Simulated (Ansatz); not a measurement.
## RbSbS3 (model cell, started as cubic perovskite with Sb in the octahedra): following an unstable mode

Wanted: the energy along a soft mode of RbSbS3 (model cell, started as cubic perovskite with Sb in the octahedra) and the structure at the end.

Method: DFT PBEsol, scalar-relativistic, plane waves, PAW; PAW set soft_1, in Ansatz 0.2.0.

The structure was built from a prototype and need not be the compound's stable phase.

### 1. Starting point

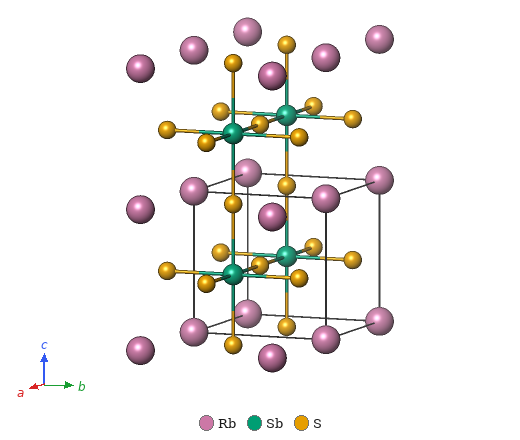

The starting structure, seen slightly off an axis (rubidium pink, antimony teal, sulfur orange). 2×1×2 cells are drawn. Some periodic images of atoms are drawn too.

### 2. Response at finite wavevector

The cell comes from relaxations at this level that are not shown. Stability and thermal properties need the whole zone. Linear response on a 2×2×2 q mesh gives force constants as far as a supercell of that size would.

input.yaml reads:

```yaml
crystal:
  lattice:
    - [5.0714313962, 0.0, 0.0]
    - [0.0, 5.0714313962, 0.0]
    - [0.0, 0.0, 5.0714313962]
  atoms:
    - { symbol: Rb, position: [0.0, 0.0, 0.0] }
    - { symbol: Sb, position: [0.5, 0.5, 0.5] }
    - { symbol: S, position: [0.5, 0.5, 0.0] }
    - { symbol: S, position: [0.5, 0.0, 0.5] }
    - { symbol: S, position: [0.0, 0.5, 0.5] }
kpoints:
  mp_grid: { grid: [8, 8, 8] }
hamiltonian:
  xc: pbesol
  pseudopotentials: { kind: paw, azcp: { folder: soft_1 }, xc_functional: pbe }
scf:
  occupations: { method: methfessel_paxton, width: 0.2 }
output:
  eigenvalues: true
phonons:
  method: dfpt
  qmesh: [2, 2, 2]
  temperatures: { t_max: 1000, t_step: 50 }
  qpath:
    path:
      - [[0.0, 0.0, 0.0], [0.0, 0.5, 0.0], [0.5, 0.5, 0.0], [0.0, 0.0, 0.0], [0.5, 0.5, 0.5], [0.0, 0.5, 0.0]]
      - [[0.5, 0.5, 0.5], [0.5, 0.5, 0.0]]
    npoints: 10
```

Command:

```bash
$ ansatz run input.yaml --threads 8 --pin off --max-ram 16384MiB --backend cpu --events-out ev --progress --plain --runs-dir out
```

Numbers of over 12 decimals in the logs are rounded to 6 here.

Output:

```text
Engine: ansatz 0.2.0, aarch64-unknown-linux-gnu
Pseudopotentials: kind: paw
Pseudopotential: Rb, paw, valence charge 9, recommended cutoff 420 eV (normal), soft_1/Rb.paw.azcp
Pseudopotential: Sb, paw, valence charge 15, recommended cutoff 420 eV (normal), soft_1/Sb.paw.azcp
Pseudopotential: S, paw, valence charge 6, recommended cutoff 420 eV (normal), soft_1/S.paw.azcp
Functional definition: PBEsol
  exchange = pbesol_x
  correlation = pbesol_c
Crystal: 5 atoms, lattice volume = 130.434 Å³
Basis set: ecut = 420 eV, 2517 PW (Γ), exchange–correlation on 72×72×72 points (8 copies of the dense FFT grid, shifted against one another)
Bands: 26, of which v1, the nominal top of the filled ones, is band 21 counted from 1 (20 counted from 0)
Symmetry: 48 space group operations
k-points: 35 of 512
Non-local potential: Rb, projectors of the file, l = 0: 3, l = 1: 2, l = 2: 2
Non-local potential: Sb, projectors of the file, l = 0: 2, l = 1: 2, l = 2: 2, l = 3: 1
Non-local potential: S, projectors of the file, l = 0: 2, l = 1: 2, l = 2: 1
PAW form: soft (Blöchl's): semilocal exchange-correlation on the pseudo side does not see the compensation charge
PAW frozen core: Rb, regenerated for the run's functional, and the local potential with it (the file was generated under x = pbe(κ = 0.804, μ = 0.219515), c = pbe(β = 0.066725))
PAW frozen core: Sb, regenerated for the run's functional, and the local potential with it (the file was generated under x = pbe(κ = 0.804, μ = 0.219515), c = pbe(β = 0.066725))
PAW frozen core: S, regenerated for the run's functional, and the local potential with it (the file was generated under x = pbe(κ = 0.804, μ = 0.219515), c = pbe(β = 0.066725))
PAW one-centre angular grid: Rb, 110 points (default); XC on 64 Gauss nodes
PAW one-centre angular grid: Sb, 590 points (default); XC on 64 Gauss nodes
PAW one-centre angular grid: S, 110 points (default); XC on 64 Gauss nodes
Initial density: superposition of atomic densities (chi_scale 0.1, normalization cell, long waves kept (reshape's long-wave potential 0.00 eV rms))
Initial wavefunctions: pseudopotential atomic-orbital guess
Functional: x = pbesol(κ = 0.804, μ = 0.123457), c = pbesol(β = 0.046)
SCF iter   1: F=—  HF=-12282.881126 eV  |F-HF|=—  |Δ(HF+E_count)|=         —  Δρ=3.30e-2  dr2=3.92e0  ethr=3.10e-3  ⟨swp⟩=7.3  Hψ=4844  notcnv=0
preconditioner: auto → Kerker (q_TF=auto, 2.259 Å⁻¹)  [metal: Δε(μ)=0.035 eV  Ē_g=10.461 eV  σ=0.200 eV  W_gap=0.15  n_scr=26 (ndim 8)  ℏωp=17.8 eV  f_vac=0.000  D(μ)=2.54/eV (n_scr^D=18)]
SCF iter   2: F=—  HF=-12282.048637 eV  |F-HF|=—  |Δ(HF+E_count)|=   8.32e-1  S|Δr|=    0.00e0  Δρ=2.01e-2  dr2=1.81e0  ethr=3.10e-3  ⟨swp⟩=3.3  Hψ=1604  notcnv=0  defer=15
SCF iter   3: F=—  HF=-12281.386704 eV  |F-HF|=—  |Δ(HF+E_count)|=   6.62e-1  S|Δr|=    0.00e0  Δρ=6.89e-3  dr2=1.66e-1  ethr=3.10e-3  ⟨swp⟩=3.9  Hψ=2142  notcnv=0  defer=13
SCF iter   4: F=—  HF=-12281.328301 eV  |F-HF|=—  |Δ(HF+E_count)|=   5.84e-2  S|Δr|=    0.00e0  Δρ=2.80e-3  dr2=3.15e-2  ethr=3.94e-4  ⟨swp⟩=2.5  Hψ=1288  notcnv=0  defer=4
SCF iter   5: F=—  HF=-12281.317765 eV  |F-HF|=—  |Δ(HF+E_count)|=   1.05e-2  S|Δr|=    0.00e0  Δρ=9.26e-4  dr2=2.04e-3  ethr=7.51e-5  ⟨swp⟩=2.2  Hψ=1408  notcnv=0  defer=4
SCF iter   6: F=—  HF=-12281.318306 eV  |F-HF|=—  |Δ(HF+E_count)|=   5.41e-4  S|Δr|=    0.00e0  Δρ=3.84e-4  dr2=3.30e-4  ethr=4.86e-6  ⟨swp⟩=2.0  Hψ=1652  notcnv=0  defer=3
SCF iter   7: F=—  HF=-12281.318265 eV  |F-HF|=—  |Δ(HF+E_count)|=   4.11e-5  S|Δr|=    0.00e0  Δρ=6.22e-5  dr2=4.57e-6  ethr=7.86e-7  ⟨swp⟩=2.0  Hψ=1507  notcnv=0  defer=3
SCF iter   8: F=—  HF=-12281.318282 eV  |F-HF|=—  |Δ(HF+E_count)|=   1.71e-5  S|Δr|=    0.00e0  Δρ=1.54e-5  dr2=5.04e-7  ethr=1.09e-8  ⟨swp⟩=2.8  Hψ=1746  notcnv=0  defer=3
SCF iter   9: F=—  HF=-12281.318281 eV  |F-HF|=—  |Δ(HF+E_count)|=   1.08e-6  S|Δr|=    0.00e0  Δρ=4.39e-6  dr2=5.44e-8  ethr=1.20e-9  ⟨swp⟩=2.0  Hψ=1305  notcnv=0  defer=6
SCF iter  10: F=—  HF=-12281.318281 eV  |F-HF|=—  |Δ(HF+E_count)|=   3.14e-8  S|Δr|=    0.00e0  Δρ=1.17e-6  dr2=3.76e-9  ethr=1.30e-10  ⟨swp⟩=2.2  Hψ=1417  notcnv=0  defer=6
SCF iter  11: F=—  HF=-12281.318281 eV  |F-HF|=—  |Δ(HF+E_count)|=   2.91e-9  S|Δr|=    0.00e0  Δρ=3.09e-7  dr2=1.84e-10  ethr=8.96e-12  ⟨swp⟩=2.3  Hψ=1379  notcnv=0  defer=6
SCF iter  12: F=-12281.318281 eV  HF=-12281.318281 eV  |F-HF|=3.64e-12  |Δ(HF+E_count)|=  2.33e-10  S|Δr|=    0.00e0  Δρ=5.36e-8  dr2=4.33e-12  ethr=1.00e-12  ⟨swp⟩=10.7  Hψ=6825  notcnv=0
SCF 1 converged in 12 iterations: F = -12281.318281 eV  dr2 = 4.33e-12
  greatest PAW one-centre occupation: 0.997 electrons in one spin orbital (limit 2), on the Sb atom at site 1 (counted from 0), in its partial waves of l = 2
Initial density: read from a saved state, or passed on in memory by an earlier SCF of this step, an earlier step, the calling program or the single point that the run made first
iter 1 solved again at ethr=4.17e-7 eV; its pass at ethr=3.10e-3 eV (dr2=1.75e-4 eV) is discarded
SCF iter   1: F=—  HF=-12281.318286 eV  |F-HF|=—  |Δ(HF+E_count)|=         —  Δρ=8.51e-7  dr2=1.01e-9  ethr=4.17e-7  ⟨swp⟩=3.3  Hψ=7867  notcnv=0
eigensolver tolerance schedule: the retry pair's looser diagonalisation over-reported the residual by 173277.13 of it (diagonalisation noise at an unbounded share of the residual, at the tolerance the schedule requests for it); recorded, not acted on — ethr = c·dr2/N_el stays at c = 1.0e-1
preconditioner: auto → Kerker (q_TF=auto, 2.259 Å⁻¹)  [metal: Δε(μ)=0.046 eV  Ē_g=9.981 eV  σ=0.200 eV  W_gap=0.19  n_scr=26 (ndim 8)  ℏωp=17.8 eV  f_vac=0.009  D(μ)=3.58/eV (n_scr^D=26)]
SCF iter   2: F=—  HF=-12281.318281 eV  |F-HF|=—  |Δ(HF+E_count)|=   4.95e-6  S|Δr|=    0.00e0  Δρ=4.10e-7  dr2=1.93e-10  ethr=2.41e-12  ⟨swp⟩=4.9  Hψ=3205  notcnv=0
SCF iter   3: F=—  HF=-12281.318281 eV  |F-HF|=—  |Δ(HF+E_count)|=  5.64e-11  S|Δr|=    0.00e0  Δρ=2.67e-7  dr2=8.79e-11  ethr=1.00e-12  ⟨swp⟩=1.0  Hψ=910  notcnv=0
SCF iter   4: F=—  HF=-12281.318281 eV  |F-HF|=—  |Δ(HF+E_count)|=  1.82e-11  S|Δr|=    0.00e0  Δρ=1.53e-7  dr2=3.04e-11  ethr=1.00e-12  ⟨swp⟩=1.0  Hψ=910  notcnv=0
SCF iter   5: F=-12281.318281 eV  HF=-12281.318281 eV  |F-HF|=3.64e-12  |Δ(HF+E_count)|=  1.46e-11  S|Δr|=    0.00e0  Δρ=5.39e-8  dr2=4.33e-12  ethr=1.00e-12  ⟨swp⟩=4.4  Hψ=3556  notcnv=0
SCF 2 converged in 5 iterations: F = -12281.318281 eV  dr2 = 4.33e-12
phonons: the bands overlap, so this run is a metal and interpolates without the dipole-dipole term. If the crystal is really an insulator or semiconductor, its LO-TO splitting is missing
NSCF: frozen V_eff on 35 k-points
NSCF: frozen V_eff on 125 k-points
DFPT response loops at q = (0, 0, 0) (fractional): preconditioner auto → Kerker (q_TF=auto, 2.259 Å⁻¹) (partly filled bands, converged f_vac=0.009); β = 1.00, the filter's whole step (`scf.mixing.beta` (0.50) is not read by the response loops under this deck's `scf.mixing.preconditioner`; to damp them name `kerker` or `kerker_dos`, under which they read `scf.mixing.beta`, and type it under 1.00, their step now; both keys bind the ground state too); Broyden in place of MSR1
NSCF: frozen V_eff on 250 k-points
DFPT response loops at q = (0, 0, -0.5) (fractional): mixed as the last ones told, above
NSCF: frozen V_eff on 250 k-points
DFPT response loops at q = (0, -0.5, -0.5) (fractional): mixed as the last ones told, above
NSCF: frozen V_eff on 250 k-points
DFPT response loops at q = (-0.5, -0.5, -0.5) (fractional): mixed as the last ones told, above
SCF converged after 12 iterations
Stability not checked: this state was not tested for a lower state beside it, because cold or Methfessel-Paxton smearing, or corrected tetrahedra, fill the levels in a way that the test cannot read (fill_not_monotonic; see scf.lower_state_search)
Free energy (F): -12281.318281 eV
Harris-Foulkes:  -12281.318281 eV  (|F-HF|=3.64e-12)
Internal energy: -12281.320559 eV  (E = F + TS)
E sigma→0 (E₀):  -12281.318850 eV
Entropy (-TS):   0.002279 eV (0.456 meV/atom)
Fermi energy:    5.352366 eV
--- Per-component energies (eV) ---
  E_band       = -293.873927
  E_kinetic    = 658.676972
  E_local      = -2912.579718  (includes V_loc(G=0)·N_el)
  E_nonlocal   = 685.035889
  E_hartree    = 1083.949540
  E_xc         = -483.870953
  E_vxc        = -465.684206  (∫ρ·V_xc dr)
  E_paw        = -8818.040582  (= ΣΔE_a)
  E_vpaw       = -427.222025  (= ΣTr[D̂ρ^β])
  E_aug_tail   = 0.000114  (compensation charges beyond the density's cutoff)
  E_ewald      = -2495.133196
  E_core_change = 0.641374  (= ΣΔE_core)
  E_smearing   = 0.002279  (= −TS)
  E_closure    = 0.000000  (closes the sum)
  Σ components = -12281.318281   (vs F -12281.318281, Δ=0.00e0)
--- Band table (eV; the first three rows and the last of 35) ---
  k-point 0: bands = [... 17 lower, 4.6660, 4.6660, 4.8534, 4.8534, 4.8534, 9.9656, 10.5503, 10.5503, ... 1 higher]
  k-point 1: bands = [... 17 lower, 4.5984, 4.5993, 4.7738, 4.8057, 4.8057, 10.2181, 10.6221, 10.7927, ... 1 higher]
  k-point 2: bands = [... 17 lower, 4.4126, 4.4487, 4.6976, 4.7281, 4.7281, 10.7003, 10.8298, 10.9702, ... 1 higher]
  k-point 34: bands = [... 17 lower, 4.0075, 5.7565, 5.7565, 5.7565, 6.7422, 6.7422, 6.7422, 9.0167, ... 1 higher]
--- Phonons (Γ-DFPT): 4 representative perturbations + reference (Σ response iterations 12) ---
  ASR residual: 1.620e-5 → 0.000e0 eV/Å²; symmetrization residual: 1.615e-6 eV/Å²
  ASR residual per site (eV/Å²): 1.62e-5 1.35e-6 7.67e-6 7.67e-6 7.67e-6
  Γ frequencies (cm⁻¹): -79.32 -79.32 -79.32 -4.77 -4.77 -4.77 0.00 0.00 0.00 75.53 75.53 75.53 199.65 199.65 199.65
--- Phonons (arbitrary-q DFPT): 4 irreducible q on the 2×2×2 mesh ---
  q = [0.0000, 0.0000, 0.0000] (star 1, of the zone-centre solve; hermiticity 8.05e-7, symmetrization 1.95e-11): -79.32 -79.32 -79.32 -4.77 -4.77 -4.77 -0.00 -0.00 0.00 75.53 75.53 75.53 199.65 199.65 199.65
  q = [0.0000, 0.0000, -0.5000] (star 3, 9 solved perturbations in 975 linear systems a pass and spin channel, the states on 125 of 512 k-point pairs; hermiticity 1.05e-6, symmetrization 8.47e-12): -125.77 -111.96 -74.23 -74.23 -58.74 -58.74 51.84 51.84 64.05 64.94 64.94 150.16 212.13 212.13 243.24
  q = [0.0000, -0.5000, -0.5000] (star 3, 9 solved perturbations in 975 linear systems a pass and spin channel, the states on 125 of 512 k-point pairs; hermiticity 8.45e-7, symmetrization 1.35e-13): -120.31 -120.31 -73.81 -73.81 -53.25 -28.47 37.26 58.57 64.80 64.80 151.28 151.28 218.53 224.32 245.32
  q = [-0.5000, -0.5000, -0.5000] (star 1, 4 solved perturbations in 350 linear systems a pass and spin channel, the states on 125 of 512 k-point pairs; hermiticity 2.89e-7, symmetrization 1.48e-11): -71.59 -71.59 -71.59 -62.20 -62.20 -62.20 67.39 67.39 67.39 151.11 151.11 151.11 219.53 219.53 270.03
  sum rule: each row above includes the acoustic sum rule's correction from the zone centre's row sums; it moved no ω² by more than (0.26 cm⁻¹)²
  mesh force constants: q→R imaginary residual 2.72e-18; ASR residual 1.620e-5 → 0.000e0 eV/Å²; symmetrization residual 6.217e-15 eV/Å²
  interpolated dispersion: 62 rows × 15 modes
  density of states and harmonic sums: on the 12×12×12 q-mesh, interpolated from the force constants of a 2×2×2 supercell (no non-analytic term)
  largest difference from the sums on the solved wave vectors: F 6.50e-2 eV, S 9.71e-5 and C_V 3.23e-5 eV/K
  zero-point energy: 0.072775 eV/cell   skipped modes (ω ≤ 0): 507, of them read as no rigid motion or as one in doubt: 504 (6.000e0 modes/cell left out, lowest -125.77 cm⁻¹)   left out of the sums: 4.00e-1 of the cell's modes: C_V's classical limit lies that fraction below 3 k_B per atom; for a crystal, a wire or a layer, F and S can be off by more, and a phonons.interpolated_qmesh denser along its periods is the remedy for the sampling
```

Run time: 96 s. Hardware: 8 threads of Arm Neoverse V2, shared host; peak memory 1.4 GiB.

In the SCF lines HF is the Harris–Foulkes energy and dr2 the Hartree energy of the density residual, in eV; the loop may stop once dr2 is under the threshold and the program's other checks hold. Hψ counts applications of the Hamiltonian.

Numbers from this step:

- volume per atom: 26.09 Å³
- gap on the k-mesh: 0 eV
- sum-rule residual before enforcement: 1.62e-5 eV/Å²
- lowest frequency on the path: -125.8 cm⁻¹
- point group: m-3m
- highest frequency on the path or at a solved wavevector: 270.0 cm⁻¹
- highest optical mode at the zone centre (no LO-TO term): 199.7 cm⁻¹
- lowest optical zone-centre mode: -79.32 cm⁻¹
- lowest mode on the q mesh (acoustic modes at Γ apart): -125.8 cm⁻¹

Frequencies (cm⁻¹) solved at each irreducible wavevector; negative means imaginary. Frequencies by wavevector, by row:

```
q in reciprocal lattice units  star  mode 1  mode 2  mode 3  mode 4  mode 13  mode 14  mode 15
                        0 0 0     1   -79.3   -79.3   -79.3    -4.8    199.7    199.7    199.7
                     0 0 -0.5     3  -125.8    -112   -74.2   -74.2    212.1    212.1    243.2
                  0 -0.5 -0.5     3  -120.3  -120.3   -73.8   -73.8    218.5    224.3    245.3
               -0.5 -0.5 -0.5     1   -71.6   -71.6   -71.6   -62.2    219.5    219.5      270
```

Interpolated from a 2×2×2 q mesh. Phonon branches along the path, in cm⁻¹:

```
    point  branch 1  branch 2  branch 3  branch 4  branch 12  branch 13  branch 14  branch 15
        Γ       -79       -79       -79        -5         76        200        200        200
        X      -126      -112       -74       -74        150        212        212        243
        M      -120      -120       -74       -74        151        218        224        245
        Γ       -79       -79       -79        -5         76        200        200        200
        R       -72       -72       -72       -62        151        220        220        270
        X      -126      -112       -74       -74        150        212        212        243
jump to R       -72       -72       -72       -62        151        220        220        270
        M      -120      -120       -74       -74        151        218        224        245
```

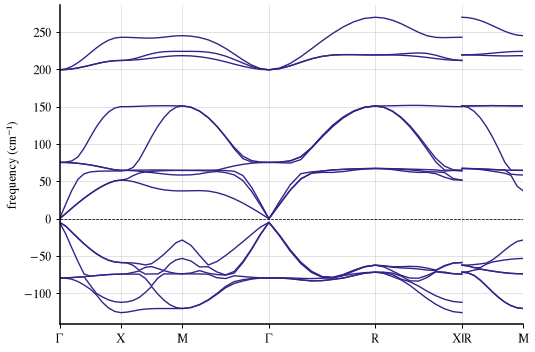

Phonon branches along the path.

Symmetry leaves 4 wavevectors to solve. The lowest mode among them, the acoustic zeros apart, lies at q = (0, 0, -0.5) and is imaginary, 125.8i cm⁻¹, so the energy falls along it.

### 3. The mode frozen in, largest atomic shift 0 Å

The mode followed lies at q = (0, 0, -0.5) with frequency 125.8i cm⁻¹, the softest among the wavevectors solved. At small amplitude the distorted cell has space group no. 131 by a symmetry search on the positions. The undistorted cell that holds it gives the zero of energy on the same k mesh.

System of this step: RbSbS3 (model cell, started as cubic perovskite with Sb in the octahedra). It takes space group Pm-3m (No. 221, cubic). Conventional cell: a = 5.071 Å, b = 5.071 Å, c = 5.071 Å, α = 90.00°, β = 90.00°, γ = 90.00°. Rb has 12 S at 3.59 Å nearest. Nearest to Sb lie 6 S at 2.54 Å. S has 2 Sb at 2.54 Å and 4 Rb at 3.59 Å nearest. S has 2 Sb at 2.54 Å and 4 Rb at 3.59 Å nearest. Farther neighbours and most contacts between anions are not listed.

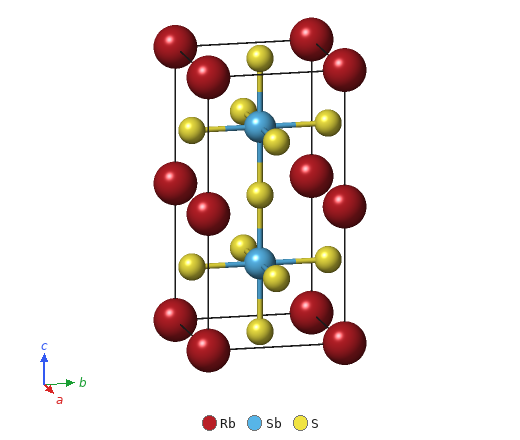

The cell of this step (rubidium red, antimony blue, sulfur yellow). Some periodic images of atoms are drawn too.

input.yaml reads:

```yaml
crystal:
  lattice:
    - [5.0714313962, 0.0, 0.0]
    - [0.0, 5.0714313962, 0.0]
    - [0.0, 0.0, 10.1428627923]
  atoms:
    - { symbol: Rb, position: [0.0, 0.0, 0.0] }
    - { symbol: Rb, position: [0.0, 0.0, 0.5] }
    - { symbol: Sb, position: [0.5, 0.5, 0.25] }
    - { symbol: Sb, position: [0.5, 0.5, 0.75] }
    - { symbol: S, position: [0.5, 0.5, 0.5] }
    - { symbol: S, position: [0.5, 0.5, 0.0] }
    - { symbol: S, position: [0.5, 0.0, 0.25] }
    - { symbol: S, position: [0.5, 0.0, 0.75] }
    - { symbol: S, position: [0.0, 0.5, 0.25] }
    - { symbol: S, position: [0.0, 0.5, 0.75] }
kpoints:
  mp_grid: { grid: [8, 8, 4] }
hamiltonian:
  xc: pbesol
  pseudopotentials: { kind: paw, azcp: { folder: soft_1 }, xc_functional: pbe }
scf:
  occupations: { method: methfessel_paxton, width: 0.2 }
output:
  forces: true
  stress: true
  eigenvalues: true
```

Output:

```text
[...]
Crystal: 10 atoms, lattice volume = 260.869 Å³
Basis set: ecut = 420 eV, 5077 PW (Γ), exchange–correlation on 72×72×144 points (8 copies of the dense FFT grid, shifted against one another)
Bands: 52, of which v1, the nominal top of the filled ones, is band 42 counted from 1 (41 counted from 0)
Symmetry: 32 space group operations
[...]
k-points: 45 of 256
[...]
k-point 0: bands = [... 38 lower, 4.6660, 4.6660, 4.8535, 4.8535, 4.8535, 5.8145, 7.9655, 9.9656, ... 6 higher]
  k-point 1: bands = [... 38 lower, 4.6691, 4.6691, 4.7738, 4.8058, 4.8058, 5.1184, 9.0676, 10.2181, ... 6 higher]
  k-point 2: bands = [... 38 lower, 4.6976, 4.6976, 4.7282, 4.7282, 4.7282, 4.7282, 10.7003, 10.7003, ... 6 higher]
  k-point 44: bands = [... 38 lower, 4.9791, 4.9791, 5.7376, 5.7376, 7.2582, 7.2582, 7.2675, 7.2675, ... 6 higher]
[key lines of the parts left out:]
SCF converged after 10 iterations
Free energy (F): -24562.636562 eV
Fermi energy:    5.352394 eV
P = ⅓ Tr σ = -0.0025 GPa (-0.025 kbar)
```

The job ended after 4.4 s (8 threads; peak memory 1.1 GiB; 33 s of CPU time).

Numbers from this step:

| Quantity | Value |
| --- | --- |
| pressure | -0.002528 GPa |
| energy from the undistorted cell | 0 meV/atom |

The run ends at a pressure of 0.00 GPa.

### 4. The mode frozen in, largest atomic shift 0.6 Å

The atoms are moved along the unstable eigenvector, the largest shift by 0.6 Å, with the cell fixed.

input.yaml, the sections that differ from step 3:

```yaml
crystal:
  lattice:
    - [5.0714313962, 0.0, 0.0]
    - [0.0, 5.0714313962, 0.0]
    - [0.0, 0.0, 10.1428627923]
  atoms:
    - { symbol: Rb, position: [0.0, 0.0, 0.0] }
    - { symbol: Rb, position: [0.0, 0.0, 0.5] }
    - { symbol: Sb, position: [0.5, 0.5, 0.25] }
    - { symbol: Sb, position: [0.5, 0.5, 0.75] }
    - { symbol: S, position: [0.5, 0.5, 0.5] }
    - { symbol: S, position: [0.5, 0.5, 0.0] }
    - { symbol: S, position: [0.5, 0.0, 0.1908451034] }
    - { symbol: S, position: [0.5, 0.0, 0.8091548966] }
    - { symbol: S, position: [0.0, 0.5, 0.3091548966] }
    - { symbol: S, position: [0.0, 0.5, 0.6908451034] }
# kpoints, hamiltonian, scf, output: as in step 3
```

Output:

```text
[...]
Crystal: 10 atoms, lattice volume = 260.869 Å³
Basis set: ecut = 420 eV, 5077 PW (Γ), exchange–correlation on 72×72×144 points (8 copies of the dense FFT grid, shifted against one another)
Bands: 52, of which v1, the nominal top of the filled ones, is band 42 counted from 1 (41 counted from 0)
Symmetry: 16 space group operations
[...]
k-points: 45 of 256
[...]
k-point 0: bands = [... 38 lower, 4.7726, 4.7726, 5.1087, 5.2441, 5.2441, 6.6816, 7.1062, 9.7276, ... 6 higher]
  k-point 1: bands = [... 38 lower, 4.9052, 4.9052, 5.1540, 5.1939, 5.1939, 5.8567, 8.4552, 9.9116, ... 6 higher]
  k-point 2: bands = [... 38 lower, 5.0589, 5.0589, 5.0774, 5.0774, 5.3708, 5.3708, 9.9900, 9.9900, ... 6 higher]
  k-point 44: bands = [... 38 lower, 4.7860, 4.7860, 5.3845, 5.3845, 6.9019, 6.9019, 7.6580, 7.6580, ... 6 higher]
[key lines of the parts left out:]
SCF converged after 10 iterations
Free energy (F): -24562.919347 eV
Fermi energy:    5.466254 eV
P = ⅓ Tr σ = -0.0979 GPa (-0.979 kbar)
```

Run time: 4.4 s. Hardware: 8 threads; peak memory 1.1 GiB.

Numbers from this step:

| Quantity | Value |
| --- | --- |
| pressure | -0.09790 GPa |
| energy from the undistorted cell | -28.18 meV/atom |

The energy, extrapolated to zero smearing, is -28.18 meV/atom against the undistorted cell.

The run ends at a pressure of -0.10 GPa, with forces up to 0.18 eV/Å.

(Continued in part 2 of 3.)

[Logs are printed without paths, hosts, clocks, repeated set-up lines and the standing remarks that a program may print on its own settings, such as how far it seeks lower states.]

[Hosts, paths, dates, database ids (printed as entryN), source tags and the programs' standing remarks are cut or masked in the printed files.]
